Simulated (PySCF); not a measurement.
Al2(mu-F)2(Br)4, Al2Br4F2, singlet at its PBE0/def2-SVP optimised geometry (Å):

```
8

Al    -0.5170    -0.2097     0.0000
Al     1.6585    -0.7826     1.7065
F      1.3154    -0.2097     0.0000
Br    -1.3151    -1.8707    -1.2531
Br    -1.3154     1.8707     0.0000
F     -0.1741    -0.7818     1.7072
Br     2.4552    -2.8638     1.7047
Br     2.4584     0.8767     2.9606
```

Method: PBE0/def2-TZVP run with PySCF.

Map of the Laplacian of the electron density (e/bohr⁵) on the plane z = 1.0 Å:

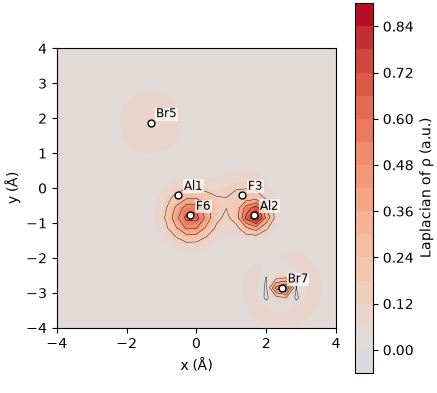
*Laplacian of the electron density (e/bohr⁵) on the plane z = 1.0 Å.*
